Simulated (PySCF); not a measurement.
# doublet C2HF+ at 6 levels

We compute a comparison of 6 runs (UHF/STO-3G, UB3LYP/6-31G*, UB2PLYP/cc-pVTZ, UBHLYP/cc-pVTZ, UCAM-B3LYP/cc-pVTZ, UM06-L/cc-pVTZ) of doublet C2HF+. Input form: a Python script.

Program for the calculation: PySCF 2.14.0.

1 further run of the same task is left out (set aside as unsound or not needed).

**1. The molecule**

The species is C2HF+ (4 atoms), meant as a doublet with charge +1. SMILES of the parent species: `C#CF`. The coordinates come from a PBE0-D4/def2-TZVP relaxation. That shape belongs to the parent species and isn't relaxed for this state.

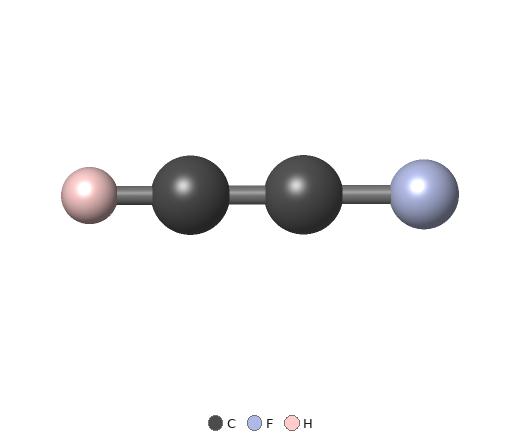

Viewed from a chosen angle; carbon dark grey, fluorine light blue, hydrogen pink.

**2. A single-point energy at UHF/STO-3G (run 1)**

run.py

```python
from pyscf import gto, scf

mol = gto.M(
    atom='''
C     -0.682248     0.856254    -0.548436
C      0.573097    -0.719683     0.460734
F      1.909757    -2.398081     1.535025
H     -1.800588     2.261511    -1.447322
''',
    max_memory=1860,
    charge=1,
    verbose=3,
    unit='bohr',
    spin=1,
    basis='sto-3g',
)

myscf = scf.UHF(mol)
myscf.conv_tol = 1e-10
myscf.kernel()
if not myscf.converged:
    myscf = myscf.newton().run(myscf.mo_coeff, myscf.mo_occ)

energy = myscf.e_tot
print(f'total energy: {energy:.8f} hartree')
```

The run is started by

```console
$ OMP_NUM_THREADS=1 python run.py
```

Output:

```text
converged SCF energy = -172.987834056974  <S^2> = 0.77322502  2S+1 = 2.0230917
total energy: -172.98783406 hartree
```

Wall time 0.5 s (1 thread of Arm Neoverse V2, shared host); peak memory 0.1 GiB.

**3. The energy at UB3LYP/6-31G(d) (spherical functions) (run 2)**

run.py

```python
from pyscf import gto, dft

molecule = gto.Mole()
molecule.atom = '''
C     -0.682248     0.856254    -0.548436
C      0.573097    -0.719683     0.460734
F      1.909757    -2.398081     1.535025
H     -1.800588     2.261511    -1.447322
'''
molecule.spin = 1
molecule.charge = 1
molecule.basis = '6-31g*'
molecule.max_memory = 1860
molecule.unit = 'bohr'
molecule.verbose = 3
molecule.build()

calc0 = dft.UKS(molecule)
calc0.xc = 'b3lyp'
calc0.conv_tol = 1e-10
calc0.grids.level = 5
calc0.kernel()
if not calc0.converged:
    calc0 = calc0.newton().run(calc0.mo_coeff, calc0.mo_occ)

e_tot = calc0.e_tot
print('Final energy', e_tot)
```

The run is started by

```console
$ OMP_NUM_THREADS=1 python run.py
```

Output:

```text
WARN: HOMO -0.320640127557967 >= LUMO -0.320640127557968

converged SCF energy = -176.129428316484  <S^2> = 0.75161085  2S+1 = 2.0016102
Final energy -176.1294283164838
```

Run time: 7.2 s. Hardware: 1 thread of Arm Neoverse V2, shared host; peak memory 0.26 GiB.

Run 3 isn't shown in full; the table further down has it.

**4. The energy at UBHLYP/cc-pVTZ (run 4)**

calc.py

```python
from pyscf import gto, dft

molecule = gto.M(
    atom='''
C     -0.361030     0.453110    -0.290220
C      0.303270    -0.380840     0.243810
F      1.010600    -1.269010     0.812300
H     -0.952830     1.196740    -0.765890
''',
    basis='cc-pvtz',
    verbose=3,
    spin=1,
    max_memory=1860,
    charge=1,
)

mf = dft.UKS(molecule)
mf.xc = 'bhandhlyp'
mf.conv_tol = 1e-10
mf.grids.level = 5
mf.kernel()
if not mf.converged:
    mf = mf.newton().run(mf.mo_coeff, mf.mo_occ)

e_tot = mf.e_tot
print('E(%s) = %.9f' % ('BHLYP', e_tot))
```

The run is started by

```console
$ OMP_NUM_THREADS=1 python calc.py
```

Output:

```text
WARN: HOMO -0.316437878039333 >= LUMO -0.316437878039335

converged SCF energy = -176.118137185394  <S^2> = 0.75277108  2S+1 = 2.0027692
E(BHLYP) = -176.118137185
```

Run time: 22 s. Hardware: 1 thread of Arm Neoverse V2, shared host; peak memory 0.53 GiB.

Run 5 isn't shown in full; the table further down has it.

**5. A single-point energy at UM06-L/cc-pVTZ (run 6)**

run.py

```python
from pyscf import gto, dft

mol = gto.M(
    atom='''
C     -0.682248     0.856254    -0.548436
C      0.573097    -0.719683     0.460734
F      1.909757    -2.398081     1.535025
H     -1.800588     2.261511    -1.447322
''',
    max_memory=1860,
    unit='bohr',
    basis='cc-pvtz',
    charge=1,
    spin=1,
    verbose=4,
)

myscf = dft.UKS(mol, xc='m06-l')
myscf.conv_tol = 1e-10
myscf.grids.level = 5
myscf.kernel()
if not myscf.converged:
    myscf = myscf.newton().run(myscf.mo_coeff, myscf.mo_occ)

e_final = myscf.e_tot
print('E(%s) = %.9f' % ('M06-L', e_final))
```

The run is started by

```console
$ OMP_NUM_THREADS=1 python run.py
```

Output:

```text
PySCF version 2.14.0

[INPUT] num. atoms = 4
[INPUT] num. electrons = 21
[INPUT] charge = 1
[INPUT] spin (= nelec alpha-beta = 2S) = 1
[INPUT] symmetry False subgroup None
[INPUT] Mole.unit = bohr
[INPUT] Symbol           X                Y                Z      unit          X                Y                Z       unit  Magmom
[INPUT]  1 C     -0.361030093796   0.453110103559  -0.290219832848 AA   -0.682248000000   0.856254000000  -0.548436000000 Bohr   0.0
[INPUT]  2 C      0.303269872047  -0.380839842687   0.243809933096 AA    0.573097000000  -0.719683000000   0.460734000000 Bohr   0.0
[INPUT]  3 F      1.010599882795  -1.269009815140   0.812300248192 AA    1.909757000000  -2.398081000000   1.535025000000 Bohr   0.0
[INPUT]  4 H     -0.952830135856   1.196740083445  -0.765889819263 AA   -1.800588000000   2.261511000000  -1.447322000000 Bohr   0.0

nuclear repulsion = 55.832094353247
number of shells = 33
number of NR pGTOs = 142
number of NR cGTOs = 104
basis = cc-pvtz
ecp = {}

[... 33 lines left out ...]
WARN: beta  nocc = 10  HOMO -0.33250503592056 >= LUMO -0.332502643730533
[... 1 line left out ...]
WARN: HOMO -0.332502643730534 >= LUMO -0.332502643730533
[... 62 lines left out ...]
converged SCF energy = -176.177508811865  <S^2> = 0.75388267  2S+1 = 2.0038789
E(M06-L) = -176.177508812
```

Wall time 60 s (1 thread of Arm Neoverse V2, shared host); peak memory 0.59 GiB.

**6. The series**

```tsv
run	level	integration grid	frozen core orbitals	energy (Eh)	HOMO energy (eV)	LUMO energy (eV)	⟨S²⟩	wall time
1	UHF/STO-3G	–	–	-172.987834	-19.79	-8.14	0.773	0.5 s
2	UB3LYP/6-31G* (spherical functions)	5	–	-176.129428	-16.95	-14.37	0.752	7.2 s
3	UB2PLYP/cc-pVTZ	5	3	-176.080831	-18.58	-12.20	0.753	23 s
4	UBHLYP/cc-pVTZ	5	–	-176.118137	-18.67	-12.70	0.753	22 s
5	UCAM-B3LYP/cc-pVTZ	5	–	-176.132866	-18.77	-12.83	0.752	29 s
6	UM06-L/cc-pVTZ	5	–	-176.177509	-15.91	-14.53	0.754	60 s
```

**7. Outcome**

| quantity | value |
| --- | --- |
| run 6: total energy | -176.17751 Eh |
| run 6: HOMO energy (highest over α and β) | -15.91 eV |
| run 6: LUMO energy (lowest over α and β) | -14.53 eV |
| run 6: ⟨S²⟩ | 0.754 |

Totals of different functionals can't be ranked against each other. In run 1 the basis is minimal, so the values are rough. All runs together took 2.4 min, the longest 60 s.
